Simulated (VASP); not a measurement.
# A VASP study of SrCuSe2 (RPBE + D3(BJ)): structure first, properties next, part 3 of 4

What structure does SrCuSe2 take at this level, and what are its properties? The cell is invented: it takes the structure of a Materials Project entry for BaCuS2 (space group 119 there), with some of its atoms replaced by other elements, volume scaled by an estimate. It may not be a known or stable phase.

VASP 6.6.1; RPBE with D3(BJ), no spin polarisation; plane waves and PAW (Sr_sv, Se, Cu); invented cell.

Still holding for the runs below: This run has no spin polarisation, although Cu can carry a moment. Its electron count is odd, so without a moment it is a metal by construction.

So far. Step 3 (Rough relaxation of the start cell): It ends with a largest force of 0.021 eV/Å and a pressure of -0.07 GPa. Step 4 (Full relaxation (RPBE + D3(BJ))): It ends with a largest force of 0.006 eV/Å and a pressure of 0.07 GPa. The relaxed cell has a = 3.811, c = 10.267 Å (conventional setting).

**5. Density, ELF and potential (RPBE + D3(BJ))**

The relaxed cell gets a fresh self-consistent run, on a basis set for its own volume, to fix the density and to check the remaining stress.

Contents of INCAR:

```
SYSTEM = SrCuSe2
PREC = Accurate
ENCUT = 400
EDIFF = 1E-06
NELM = 100
ISMEAR = 0
SIGMA = 0.05
LREAL = .FALSE.
ALGO = Normal
GGA = RP
IVDW = 12
NBANDS = 22
LORBIT = 11
LWAVE = .FALSE.
LCHARG = .TRUE.
ISIF = 2
LELF = .TRUE.
LVHAR = .TRUE.
```

Contents of POSCAR:

```
SrCuSe2
1.0
   -1.9055426902      1.9055426902      5.1337452536
    1.9055426902     -1.9055426902      5.1337452536
    1.9055426902      1.9055426902     -5.1337452536
Sr Se Cu
1 2 1
Direct
    0.0000000000      0.0000000000      0.0000000000
    0.6326392083      0.6326392083      0.0000000000
    0.3673607917      0.3673607917      0.0000000000
    0.7500000000      0.2500000000      0.5000000000
```

Contents of KPOINTS:

```
Automatic mesh
0
Gamma
10 10 10
0 0 0
```

PAW data sets: Sr_sv, Se and Cu (PBE family, release 64).

On the command line:

```
mpirun -np 2 vasp_std
```

The log of the run:

```text
[banner, memory and clock lines left out]
running    2 mpi-ranks, on    1 nodes
 distrk:  each k-point on    2 cores,    1 groups
 distr:  one band on    1 cores,    2 groups

 POSCAR found type information on POSCAR SrSeCu
 POSCAR found :  3 types and       4 ions
 [... a notice as in an earlier step ...]

 LDA part: xc-table for (Slater+PW92), standard interpolation
 POSCAR, INCAR and KPOINTS ok, starting setup
 FFT: planning ... GRIDC
 FFT: planning ... GRID_SOFT
 FFT: planning ... GRID
 WAVECAR not read
 entering main loop
       N       E                     dE             d eps       ncg     rms          rms(c)
DAV:   1     0.232013529756E+03    0.23201E+03   -0.12678E+04  4494   0.134E+03
DAV:   2     0.520531461180E+01   -0.22681E+03   -0.21432E+03  4692   0.329E+02
DAV:   3    -0.145190616540E+02   -0.19724E+02   -0.18754E+02  5894   0.962E+01
DAV:   4    -0.154687976852E+02   -0.94974E+00   -0.94385E+00  7208   0.188E+01
DAV:   5    -0.155026217225E+02   -0.33824E-01   -0.33791E-01  6280   0.295E+00    0.301E+01
DAV:   6    -0.176762587245E+02   -0.21736E+01   -0.56117E+01  5554   0.196E+02    0.174E+01
DAV:   7    -0.131286870009E+02    0.45476E+01   -0.18330E+01  5250   0.104E+02    0.893E+00
DAV:   8    -0.136814087243E+02   -0.55272E+00   -0.48691E+00  7248   0.526E+01    0.648E+00
DAV:   9    -0.132983534443E+02    0.38306E+00   -0.30028E+00  6342   0.534E+01    0.164E+00
DAV:  10    -0.132681687031E+02    0.30185E-01   -0.24279E-01  7074   0.131E+01    0.437E-01
DAV:  11    -0.132677635935E+02    0.40511E-03   -0.21764E-02  7222   0.169E+00    0.353E-01
DAV:  12    -0.132672333915E+02    0.53020E-03   -0.49395E-03  7238   0.227E+00    0.184E-01
DAV:  13    -0.132674051831E+02   -0.17179E-03   -0.12811E-03  7088   0.300E-01    0.199E-01
DAV:  14    -0.132672730730E+02    0.13211E-03   -0.15175E-04  7332   0.387E-01    0.130E-01
DAV:  15    -0.132672170081E+02    0.56065E-04   -0.11701E-04  7250   0.212E-01    0.726E-02
DAV:  16    -0.132672081514E+02    0.88567E-05   -0.41755E-05  7336   0.130E-01    0.270E-02
DAV:  17    -0.132672073473E+02    0.80406E-06   -0.40210E-06  5532   0.312E-02
   1 F= -.23151977E+02 E0= -.23150594E+02  d E =-.276565E-02
```

The job ended after 97 s (2 MPI ranks of AMD EPYC 9R45, shared host; peak memory 0.48 GiB; 3.2 min of CPU time).

OUTCAR, selected parts (step 5):

```text
  LATTYP: Found a body centered tetragonal cell.
 ALAT       =     3.8110853804
 C/A-ratio  =     2.6941119084

The static configuration has the point symmetry D_2d.

 Found    102 irreducible k-points:

   ENCUT  =  400.0 eV  29.40 Ry    5.42 a.u.   9.46  9.46  9.46*2*pi/ulx,y,z

   NELECT =      33.0000    total number of electrons

 E-fermi :   5.9758

 k-point     1 :       0.0000    0.0000    0.0000
  band No.  band energies     occupation
    ...
     12       2.7325      2.00000
     13       3.4053      2.00000
     14       3.4053      2.00000
     15       5.4739      2.00000
     16       5.4739      2.00000
     17       6.7124      0.00000
     18       7.7604      0.00000
     19       9.2113      0.00000
     20      10.7747      0.00000
     21      11.1602      0.00000
    ...

 k-point     2 :       0.1000    0.0000    0.0000
  band No.  band energies     occupation
    ...
     12       2.6982      2.00000
     13       3.2310      2.00000
     14       3.5531      2.00000
     15       4.9728      2.00000
     16       5.3654      2.00000
     17       7.1527      0.00000
     18       7.6134      0.00000
     19       9.6896      0.00000
     20      11.0499      0.00000
     21      11.3433      0.00000
    ...

 Edisp (eV)   -9.88477

  Total      -0.04417    -0.04417    -0.05646     0.00000     0.00000     0.00000
  in kB      -0.94907    -0.94907    -1.21316     0.00000     0.00000     0.00000
  external pressure =       -1.04 kB  Pullay stress =        0.00 kB

 POSITION                                       TOTAL-FORCE (eV/Angst)
 -----------------------------------------------------------------------------------
      0.00000      0.00000      0.00000        -0.000000     -0.000000     -0.000000
      0.00000      0.00000      6.49562         0.000000      0.000000      0.006224
      0.00000      0.00000      3.77187        -0.000000     -0.000000     -0.006224
      0.00000      1.90554      2.56687        -0.000000     -0.000000      0.000000
 -----------------------------------------------------------------------------------
    total drift:                                0.000001     -0.000001     -0.000000

  FREE ENERGIE OF THE ION-ELECTRON SYSTEM (eV)
  ---------------------------------------------------
  free  energy   TOTEN  =       -23.1519766539 eV

  energy  without entropy=      -23.1492110059  energy(sigma->0) =      -23.15059383

 total charge
# of ion       s       p       d       tot
------------------------------------------
    1        2.016   5.826   0.320   8.161
    2        1.456   2.466   0.067   3.990
    3        1.456   2.466   0.067   3.990
    4        0.471   0.549   9.218  10.238
--------------------------------------------------
tot          5.399  11.307   9.672  26.378

[... 4 parts as in an earlier step ...]

[... 7 further parts left out ...]
```

Numbers from this step:

```yaml
scf_cycles: 17
pressure: -0.1037 GPa
```

Valence electrons inside each PAW sphere by angular momentum. Sphere charges, by row:

```
atom  s (e)  p (e)  d (e)  tot (e)
 Sr1  2.016  5.826   0.32    8.161
 Se2  1.456  2.466  0.067     3.99
 Se3  1.456  2.466  0.067     3.99
 Cu4  0.471  0.549  9.218    10.24
```

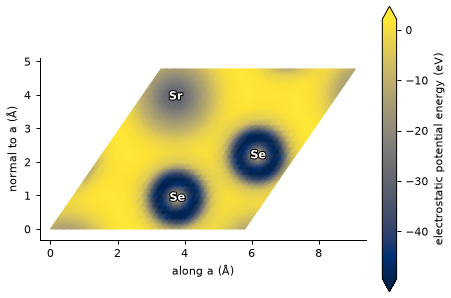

Electrostatic potential energy in the ab plane of the cell as run, not the conventional one, at fractional z = 0.000, with atoms of Sr and Se within 0.2 Å of it. With pseudopotentials it is smooth inside the atoms' cores, unlike the true potential. The map starts off the cell's origin, so that atoms lie inside it.

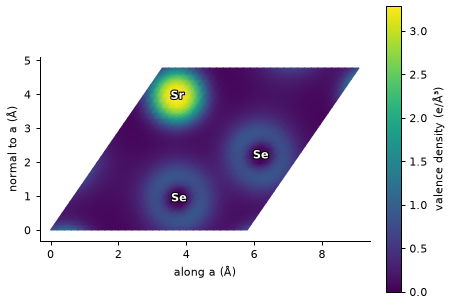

Valence density in the ab plane of the cell as run, not the conventional one, at fractional z = 0.000, with atoms of Sr and Se within 0.2 Å of it. It is the smooth field of the valence electrons, not physical close to the nuclei. The map starts off the cell's origin, so that atoms lie inside it.

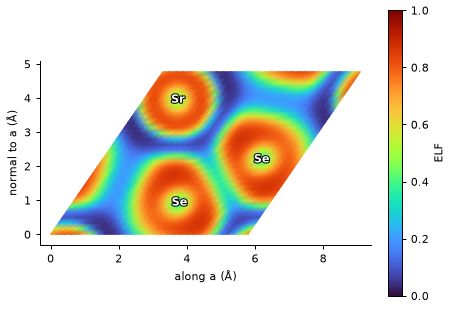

ELF in the ab plane of the cell as run, not the conventional one, at fractional z = 0.000, with atoms of Sr and Se within 0.2 Å of it. It is the smooth field of the valence electrons, not physical close to the nuclei. The map starts off the cell's origin, so that atoms lie inside it.

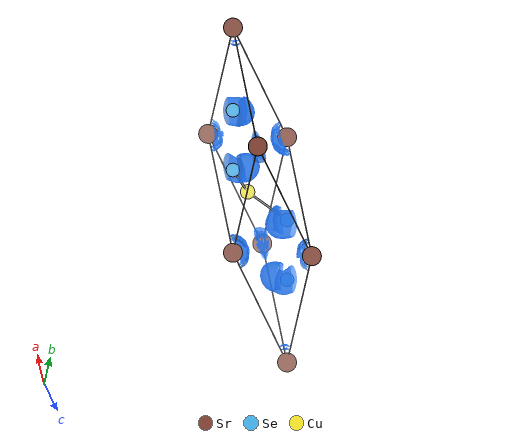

Surface of ELF = 0.82. Drawn on the cell as run, not the conventional one.

In this run the pressure is -0.10 GPa, small enough to go on.

**6. Band structure (RPBE + D3(BJ))**

The mesh alone shows little of the dispersion and can miss band extrema, so KPOINTS_OPT adds a path through the symmetry points after the self-consistent cycle.

Contents of INCAR:

```
SYSTEM = SrCuSe2
PREC = Accurate
ENCUT = 400
EDIFF = 1E-06
NELM = 100
ISMEAR = 0
SIGMA = 0.05
LREAL = .FALSE.
ALGO = Normal
GGA = RP
IVDW = 12
NBANDS = 30
LORBIT = 11
LWAVE = .FALSE.
LCHARG = .FALSE.
KPAR = 2
```

POSCAR is that of step 5.

KPOINTS is that of step 5.

Contents of KPOINTS_OPT:

```
Line mode
16
Line-mode
Reciprocal
  0.00000000   0.00000000   0.00000000 GAMMA
  0.00000000   0.00000000   0.50000000 X

  0.00000000   0.00000000   0.50000000 X
 -0.06888723   0.06888723   0.50000000 Y

 -0.06888723   0.06888723   0.50000000 Y
 -0.28444362   0.28444362   0.28444362 S

 -0.28444362   0.28444362   0.28444362 S
  0.00000000   0.00000000   0.00000000 GAMMA

  0.00000000   0.00000000   0.00000000 GAMMA
  0.50000000   0.50000000  -0.50000000 Z

  0.50000000   0.50000000  -0.50000000 Z
  0.28444362   0.71555638  -0.28444362 S1

  0.28444362   0.71555638  -0.28444362 S1
  0.00000000   0.50000000   0.00000000 N

  0.00000000   0.50000000   0.00000000 N
  0.25000000   0.25000000   0.25000000 P

  0.25000000   0.25000000   0.25000000 P
  0.50000000   0.50000000  -0.06888723 Y1

  0.50000000   0.50000000  -0.06888723 Y1
  0.50000000   0.50000000  -0.50000000 Z

  0.00000000   0.00000000   0.50000000 X
  0.25000000   0.25000000   0.25000000 P
```

On the command line:

```
mpirun -np 2 vasp_std
```

The log of the run:

```text
[... set-up lines as in an earlier step ...]
 entering main loop
       N       E                     dE             d eps       ncg     rms          rms(c)
DAV:   1     0.219064642258E+03    0.21906E+03   -0.11877E+04  6160   0.983E+02
DAV:   2     0.297048222745E+01   -0.21609E+03   -0.19599E+03  6694   0.263E+02
DAV:   3    -0.148127736235E+02   -0.17783E+02   -0.17021E+02  7886   0.752E+01
DAV:   4    -0.154887175262E+02   -0.67594E+00   -0.67101E+00  9568   0.126E+01
DAV:   5    -0.155029223956E+02   -0.14205E-01   -0.14198E-01  7590   0.160E+00    0.301E+01
DAV:   6    -0.178739682038E+02   -0.23710E+01   -0.34949E+01  7310   0.144E+02    0.169E+01
DAV:   7    -0.131966019615E+02    0.46774E+01   -0.13852E+01  7610   0.771E+01    0.938E+00
DAV:   8    -0.137337372179E+02   -0.53714E+00   -0.28810E+00  9640   0.387E+01    0.625E+00
DAV:   9    -0.133208882324E+02    0.41285E+00   -0.21641E+00  7984   0.419E+01    0.184E+00
DAV:  10    -0.132705475760E+02    0.50341E-01   -0.19128E-01  9224   0.104E+01    0.579E-01
DAV:  11    -0.132684159623E+02    0.21316E-02   -0.21486E-02  9848   0.174E+00    0.382E-01
DAV:  12    -0.132671647843E+02    0.12512E-02   -0.32865E-03 10240   0.164E+00    0.158E-01
DAV:  13    -0.132673532886E+02   -0.18850E-03   -0.17031E-03  9968   0.697E-01    0.180E-01
DAV:  14    -0.132672507172E+02    0.10257E-03   -0.19856E-04  9260   0.289E-01    0.128E-01
DAV:  15    -0.132672228300E+02    0.27887E-04   -0.43851E-05  9770   0.984E-02    0.836E-02
DAV:  16    -0.132672167200E+02    0.61099E-05   -0.99294E-06  9676   0.359E-02    0.448E-02
DAV:  17    -0.132672076322E+02    0.90878E-05   -0.72003E-06  8422   0.961E-02    0.216E-02
DAV:  18    -0.132672068459E+02    0.78631E-06   -0.56315E-06  9136   0.310E-02
   1 F= -.23151976E+02 E0= -.23150593E+02  d E =-.276572E-02
 Start KPOINTS_OPT (optional k-point list driver)
k-point batch [1-102\176]
       N       E                     dE             ncg
DAV:   1     0.132371424010E+05   -0.52000E+05     6192
DAV:   2    -0.845754882853E+04   -0.21695E+05     6708
DAV:   3    -0.103052332359E+05   -0.18477E+04     7646
DAV:   4    -0.103728636129E+05   -0.67630E+02     9456
DAV:   5    -0.103746402241E+05   -0.17766E+01     7854
DAV:   6    -0.103747048744E+05   -0.64650E-01     9272
DAV:   7    -0.103747063603E+05   -0.14859E-02     7986
DAV:   8    -0.103747063802E+05   -0.19946E-04     6858
DAV:   9    -0.103747063809E+05   -0.62280E-06     4888
k-point batch [103-176\176]
       N       E                     dE             ncg
DAV:   1     0.265258494687E+05   -0.59604E+05     4460
DAV:   2     0.108230589869E+05   -0.15703E+05     4810
DAV:   3     0.952288257166E+04   -0.13002E+04     5654
DAV:   4     0.947527922176E+04   -0.47603E+02     7116
DAV:   5     0.947431764024E+04   -0.96158E+00     5498
DAV:   6     0.947428349093E+04   -0.34149E-01     6898
DAV:   7     0.947428265889E+04   -0.83204E-03     5430
DAV:   8     0.947428264633E+04   -0.12565E-04     4966
DAV:   9     0.947428264594E+04   -0.39188E-06     3492
```

It took 3.7 min on 2 MPI ranks; peak memory 0.81 GiB.

From OUTCAR (step 6):

```text
   k-points           NKPTS =    102   k-points in BZ     NKDIM =    102   number of bands    NBANDS=     30

   NELECT =      33.0000    total number of electrons

 E-fermi :   5.9758

 k-point     1 :       0.0000    0.0000    0.0000
  band No.  band energies     occupation
    ...
     12       2.7317      2.00000
     13       3.4053      2.00000
     14       3.4053      2.00000
     15       5.4739      2.00000
     16       5.4739      2.00000
     17       6.7126      0.00000
     18       7.7604      0.00000
     19       9.2114      0.00000
     20      10.7749      0.00000
     21      11.1604      0.00000
    ...

 Edisp (eV)   -9.88477

  Total      -0.02336    -0.02336    -0.03702     0.00000    -0.00000     0.00000
  in kB      -0.50201    -0.50201    -0.79543     0.00000    -0.00000     0.00000
  external pressure =       -0.60 kB  Pullay stress =        0.00 kB

 POSITION                                       TOTAL-FORCE (eV/Angst)
 -----------------------------------------------------------------------------------
      0.00000      0.00000      0.00000        -0.000000      0.000000      0.000000
      0.00000      0.00000      6.49562         0.000000     -0.000000      0.006429
      0.00000      0.00000      3.77187         0.000000     -0.000000     -0.006429
      0.00000      1.90554      2.56687        -0.000000      0.000000     -0.000000
 -----------------------------------------------------------------------------------
    total drift:                                0.000001     -0.000001     -0.000000

  FREE ENERGIE OF THE ION-ELECTRON SYSTEM (eV)
  ---------------------------------------------------
  free  energy   TOTEN  =       -23.1519761525 eV

  energy  without entropy=      -23.1492104361  energy(sigma->0) =      -23.15059329

[... 8 parts as in an earlier step ...]

[... 8 further parts left out ...]
```

Spin-orbit coupling is off here; it would split degenerate levels.

This step gave:

| Quantity | Value |
| --- | --- |
| SCF cycles | 18 |
| bands | 30 |
| pressure | -0.05998 GPa |

Electronic bands along the path, in eV, zero at the Fermi level; # counts the bands kept, so #1 is VASP's band 7:

```
    point     #8     #9    #10    #11   #12   #13   #14   #15
        Γ  -2.57  -0.50  -0.50   0.74  1.78  3.24  4.80  5.18
        X  -2.80  -2.69  -2.14  -0.87  3.38  4.64  6.48  7.04
        Y  -2.72  -2.65  -2.12  -0.88  3.50  4.58  6.54  6.86
        S  -2.10  -2.02  -0.27   0.30  2.38  3.11  4.10  4.63
        Γ  -2.57  -0.50  -0.50   0.74  1.78  3.24  4.80  5.18
        Z  -1.63  -1.61   0.11   0.11  0.99  2.00  5.20  5.47
       S1  -2.10  -2.02  -0.27   0.30  2.38  3.11  4.10  4.63
        N  -1.87  -1.71  -0.56  -0.29  2.80  3.84  4.05  5.17
        P  -2.75  -2.73  -2.14  -1.14  4.56  4.95  5.42  5.97
       Y1  -2.72  -2.65  -2.12  -0.88  3.50  4.58  6.54  6.86
        Z  -1.63  -1.61   0.11   0.11  0.99  2.00  5.20  5.47
jump to X  -2.80  -2.69  -2.14  -0.87  3.38  4.64  6.48  7.04
        P  -2.75  -2.73  -2.14  -1.14  4.56  4.95  5.42  5.97
```

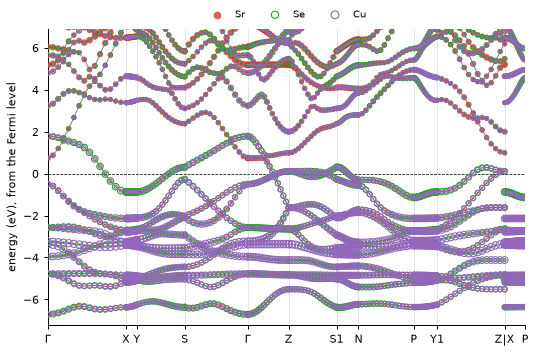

Electronic bands along the path; dots are coloured as in the legend, and their area grows with the weight.

There is no gap at this level.

(Part 3 of 4 ends here.)

[Lines on the potential files, build, host, timing and source positions are cut from VASP's logs without a mark.]

[Logs are printed without paths, hosts, clocks, repeated set-up lines and the standing remarks that a program may print on its own settings, such as how far it seeks lower states.]

[Hosts, paths, dates, database ids (printed as entryN), source tags and the programs' standing remarks are cut or masked in the printed files.]

[A measured line is paired with the nearest computed mode of its activity, which favours agreement.]
